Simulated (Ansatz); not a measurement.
H20CO9: several calculations on one system

## 1. Relaxation

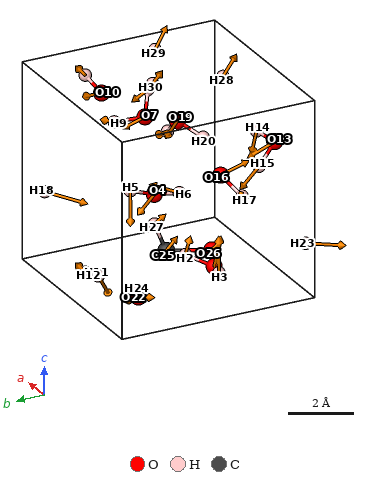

A relaxation of an amorphous cell of composition H20CO9. The starting structure is drawn; orange arrows show the displacements, at their true length.

The picture is a ball-and-stick view of the cell of the calculation, seen from a free direction.

The cell holds 8 H2O + 1 CH3OH. The run prepares the start of a later molecular dynamics calculation, from a guessed geometry.

Computed with DFT LDA, scalar-relativistic, plane waves, PAW in Ansatz 0.2.0.

Input
```yaml
accuracy: low
crystal:
  lattice:
    - [6.745997, 0.0, 0.0]
    - [0.0, 6.745997, 0.0]
    - [0.0, 0.0, 6.745997]
  atoms:
    - { symbol: O, position: [0.1735271, 0.4313043, 0.1788706] }
    - { symbol: H, position: [0.2575767, 0.5371884, 0.2272273] }
    - { symbol: H, position: [0.0405346, 0.4755617, 0.2099902] }
    - { symbol: O, position: [0.4757497, 0.5855516, 0.4538405] }
    - { symbol: H, position: [0.4604617, 0.7182327, 0.5065297] }
    - { symbol: H, position: [0.3565869, 0.5174788, 0.4960359] }
    - { symbol: O, position: [0.7944116, 0.4686149, 0.692346] }
    - { symbol: H, position: [0.8888855, 0.4042647, 0.7792245] }
    - { symbol: H, position: [0.8497859, 0.599455, 0.6716412] }
    - { symbol: O, position: [0.5958931, 0.7973708, -0.0362391] }
    - { symbol: H, position: [0.5243552, 0.8511093, 0.0760491] }
    - { symbol: H, position: [0.7339278, 0.8103948, 0.0010564] }
    - { symbol: O, position: [0.2313362, 0.0870197, 0.7155642] }
    - { symbol: H, position: [0.3734513, 0.1074305, 0.7164877] }
    - { symbol: H, position: [0.1814366, 0.1938353, 0.6336214] }
    - { symbol: O, position: [0.7594686, 0.0939336, 0.3314169] }
    - { symbol: H, position: [0.6480568, 0.0399039, 0.2587373] }
    - { symbol: H, position: [0.7950066, -0.0105644, 0.4232393] }
    - { symbol: O, position: [0.4012655, 0.50443, 0.8402292] }
    - { symbol: H, position: [0.2977384, 0.4238214, 0.7819322] }
    - { symbol: H, position: [0.5072085, 0.5002481, 0.7434163] }
    - { symbol: O, position: [0.051315, 0.8881021, 0.1699911] }
    - { symbol: H, position: [0.0743374, 1.0070271, 0.2470686] }
    - { symbol: H, position: [0.1832321, 0.8419506, 0.1370962] }
    - { symbol: C, position: [0.7021438, 0.4060217, 0.0368491] }
    - { symbol: O, position: [0.5951693, 0.2245355, 0.0473895] }
    - { symbol: H, position: [0.7015866, 0.4676364, 0.1861426] }
    - { symbol: H, position: [0.5941882, 0.167501, -0.0846007] }
    - { symbol: H, position: [0.8564587, 0.3840484, -0.0093556] }
    - { symbol: H, position: [0.6321533, 0.5131195, -0.0634614] }
basis:
  ecutwfc: 420.0
kpoints:
  mp_grid: { grid: [1, 1, 1] }
hamiltonian:
  xc: lda
scf:
  occupations: { method: fermi_dirac, width: 0.05 }
  lower_state_search: "off"
relax:
  f_tol: 0.3
  max_steps: 15
  adjacent_minimum: "off"
```

Launched with:
```bash
ansatz run input.yaml --threads 1 --pin off --max-ram 3072MiB --backend cpu --events-out ev --progress --plain --runs-dir out
```

What did the optimiser do to the structure, and how much energy did it gain?

Over 14 geometry steps the energy falls by 195 meV per atom. Largest force component: 2 eV/Å at the start, 0.21 eV/Å at the end. The largest move is that of H18, 1.56 Å along [−3 −2 0]. Largest moves by element: H 1.56 Å, O 1.21 Å, C 0.62 Å. The lattice vectors keep their values. Among the contacts that change: O22–H23 0.969 → 1.051 Å, O10–H12 0.969 → 1.035 Å, O13–H15 0.969 → 1.029 Å, O16–H17 0.969 → 1.018 Å. Among the angles between lasting bonds that change: C25–O26–H28 107.4° → 112.9°, H11–O10–H12 104.0° → 109.2°, H14–O13–H15 104.0° → 107.7°.

Limits of the set-up: the program's low-accuracy preset was used; the periodic images lie only 6.7 Å apart, so the values are limited by the cell's size.

## 2. Dynamics

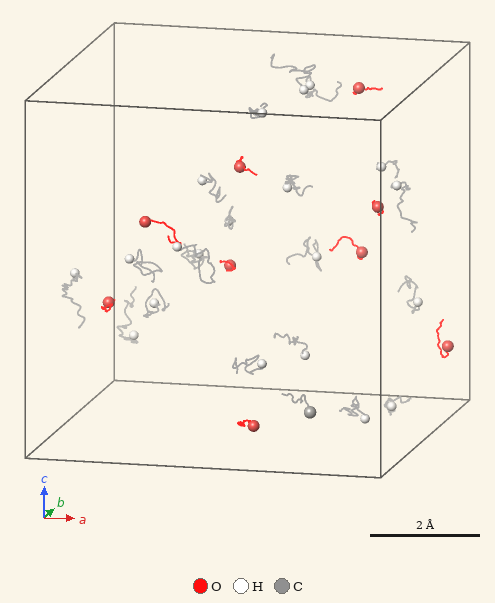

First-principles dynamics of a periodic cell with 8 H2O + 1 CH3OH at 0.953 g/cm³, 150 fs long. Lines trace each atom's path, in the colour of its element; spheres stand at the starting positions. Seen slightly off an axis in the simulation cell.

All numbers below come from DFT LDA, scalar-relativistic, plane waves, PAW (Ansatz 0.2.0). Settings: plane-wave cutoff 420 eV; k-point mesh 1 × 1 × 1; Fermi-Dirac smearing 0.05 eV; low-accuracy preset; Langevin thermostat (NVT); set temperature 400 K; time step 0.5 fs; H given the mass 2.014 u; friction 0.02 per fs.

**Describe the motion.**

Root-mean-square distances from the starting positions over the second half, with the common drift of all atoms taken out: H 0.47 Å, C 0.44 Å, O 0.40 Å. The heavy atoms stay within a fraction of a molecule's size of their starting places; so short a run doesn't tell a liquid from a solid. Bond changes: one H–O bond forms at about 126 fs. Over the second half the temperature averages 448 K (spread ±49 K). The potential energy in the second half lies on average 44.3 meV per atom above the first frame.

Limits of the set-up: the program's low-accuracy preset was used; masses were changed (H 2.014 u), which shifts the vibrations; the periodic images lie only 6.7 Å apart, so the values are limited by the cell's size.

## 3. Dynamics

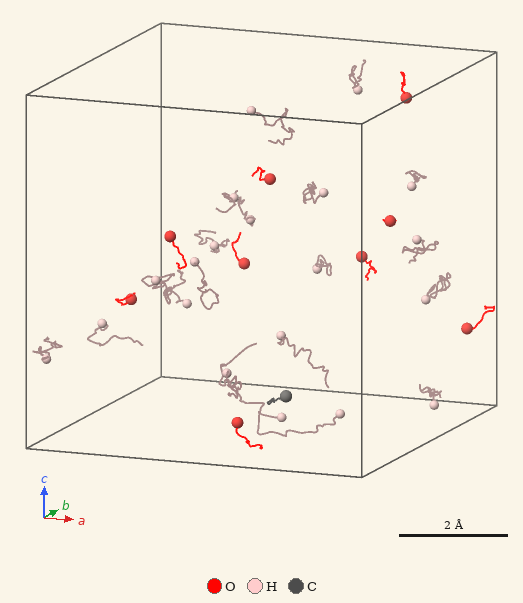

First-principles dynamics of a periodic cell with 8 H2O + 1 CH3OH at 0.953 g/cm³, 150 fs long. It starts from the last geometry of an earlier run, with fresh velocities. Lines trace each atom's path, in the colour of its element; spheres stand at the starting positions. Seen slightly off an axis in the simulation cell.

Method: DFT LDA, scalar-relativistic, plane waves, PAW (Ansatz). Settings: plane-wave cutoff 420 eV; k-point mesh 1 × 1 × 1; Fermi-Dirac smearing 0.05 eV; low-accuracy preset; Langevin thermostat (NVT); set temperature 400 K; time step 0.75 fs; H given the mass 2.014 u; friction 0.02 per fs.

**Describe the motion.**

Root-mean-square distances from the starting positions over the second half, with the common drift of all atoms taken out: H 0.77 Å, O 0.51 Å, C 0.31 Å. The heavy atoms stay within a fraction of a molecule's size of their starting places; so short a run doesn't tell a liquid from a solid. Bond changes: one H–O bond breaks at about 56 fs. Over the second half the temperature averages 422 K (spread ±43 K). The potential energy in the second half lies on average 0.5 meV per atom below the first frame. The self-consistency threshold is loose, so the forces are noisy.

Limits of the set-up: the program's low-accuracy preset was used; masses were changed (H 2.014 u), which shifts the vibrations; the periodic images lie only 6.7 Å apart, so the values are limited by the cell's size.
